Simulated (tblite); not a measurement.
# Energy and gradient calculation, with input and output: LiSi₂NH₆

- system: LiSi₂NH₆, SMILES [Li][N]([SiH3])[SiH3]
- method: GFN2-xTB, U-SCC (tblite 0.8.0)

The geometry comes from this level: GFN2-xTB.

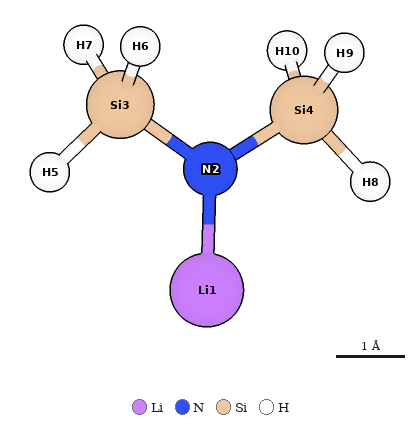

Figure 1. The structure as given in the input (ball-and-stick view, seen at a tilt; atoms are numbered from 1 in the order of the input). Sticks mark near contacts. Bond lengths as drawn: H–Si 1.47 to 1.49 Å, Li–N 1.79 Å and N–Si 1.71 Å.

Summary

| quantity | value |
| --- | --- |
| outcome | converged |
| total energy | −9.745497 hartree |
| largest force | 0.014 eV/Å |
| dipole moment | 5.98 D |
| hardware | 1 thread of Intel Xeon @ 2.50GHz (Skylake/Cascade Lake), 189 GiB of memory available, shared host |
| peak memory | 0.067 GiB |

Input file (job.py)
```python
import json
import numpy as np
from ase import Atoms
from ase.units import Bohr
from tblite.ase import TBLite
from ase.units import Debye

mol = Atoms(["Li", "N", "Si", "Si", "H", "H", "H", "H", "H", "H"], positions=Bohr * np.array([
    [-3.583015, -1.746844, -2.447347],
    [-0.993845, -0.492897, -0.684232],
    [0.384975, 2.332300, -1.441578],
    [0.251825, -2.023538, 1.876611],
    [-1.044565, 3.221907, -3.697627],
    [0.204638, 4.246593, 0.563460],
    [3.076323, 2.128304, -2.092456],
    [-1.273543, -4.379705, 2.088582],
    [0.046147, -0.593015, 4.246744],
    [2.931041, -2.693086, 1.587861],
]))
start = mol.get_positions()

mol.calc = TBLite(method="GFN2-xTB", accuracy=0.1, spin_polarization=1.0)
print(f"E: {mol.get_potential_energy():.6f} eV")
print(f"Dipole: {np.linalg.norm(mol.get_dipole_moment()) / Debye:.4f} D")
print("Charges:", np.round(mol.get_charges(), 4))
print("Forces (eV/angstrom):")
for a, F in zip(mol, mol.get_forces()):
    print(f"{a.symbol:<2} {F[0]:11.6f} {F[1]:11.6f} {F[2]:11.6f}")
json.dump(dict(energy=mol.get_potential_energy(), forces=mol.get_forces().tolist(), dipole=mol.get_dipole_moment().tolist(), charges=mol.get_charges().tolist(),
               symbols=mol.get_chemical_symbols(), start=start.tolist(), final=mol.positions.tolist()), open("results.json", "w"))
```

Launch command:
```bash
python job.py
```

What the program printed
```
------------------------------------------------------------
  cycle        total energy    energy error   density error
------------------------------------------------------------
      1     -9.407423735355  -9.5009545E+00   2.3475226E-01
      2     -9.713870713691  -3.0644698E-01   1.5366602E-01
      3     -9.737377295746  -2.3506582E-02   8.8713362E-02
      4     -9.719909500094   1.7467796E-02   5.0365216E-02
      5     -9.744661999671  -2.4752500E-02   3.1894623E-02
      6     -9.741946950253   2.7150494E-03   2.5436852E-02
      7     -9.744179055974  -2.2321057E-03   1.2418586E-02
      8     -9.745471278101  -1.2922221E-03   2.8652729E-03
      9     -9.745341679114   1.2959899E-04   3.9099163E-03
     10     -9.745478485522  -1.3680641E-04   1.4848424E-03
     11     -9.745492235674  -1.3750151E-05   8.0512255E-04
     12     -9.745496721383  -4.4857091E-06   1.9536171E-04
     13     -9.745496957864  -2.3648149E-07   6.3279663E-05
     14     -9.745496988313  -3.0448597E-08   3.0711737E-05
     15     -9.745496994429  -6.1162577E-09   1.8021661E-05
     16     -9.745496996903  -2.4737403E-09   6.3191891E-06
     17     -9.745496997248  -3.4487257E-10   2.3536355E-07
------------------------------------------------------------

 total:                                   0.028 sec
E: -265.188481 eV
Dipole: 5.9844 D
Charges: [ 0.601  -0.6335  0.4747  0.4747 -0.1692 -0.1449 -0.1446 -0.169  -0.1448
 -0.1445]
Forces (eV/angstrom):
Li    0.004149    0.000619    0.001538
N    -0.000689    0.012572   -0.004292
Si   -0.000284    0.000124    0.008235
Si    0.001388   -0.005258   -0.004236
H    -0.000935   -0.000071    0.001244
H    -0.000910   -0.010473   -0.009194
H    -0.002073   -0.000207    0.000475
H     0.002257    0.000184   -0.000349
H     0.002417    0.002455    0.004064
H    -0.005320    0.000054    0.002516
```

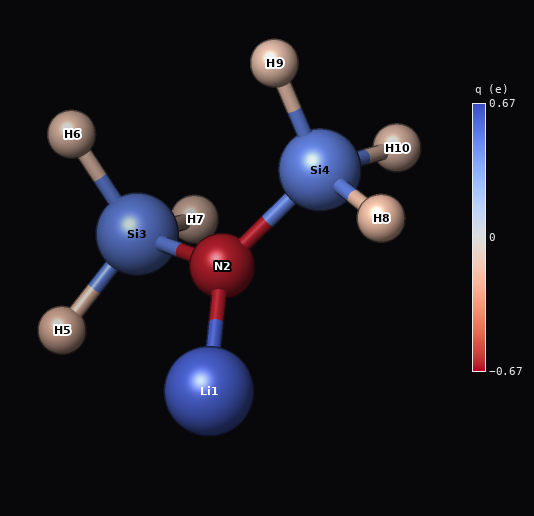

Figure 2. Mulliken charges, as the colour of each atom (ball-and-stick view, seen at a tilt; atoms are numbered from 1 in the order of the input). By element: Li +0.60, N −0.63, Si +0.47 and H −0.17 to −0.14 e.
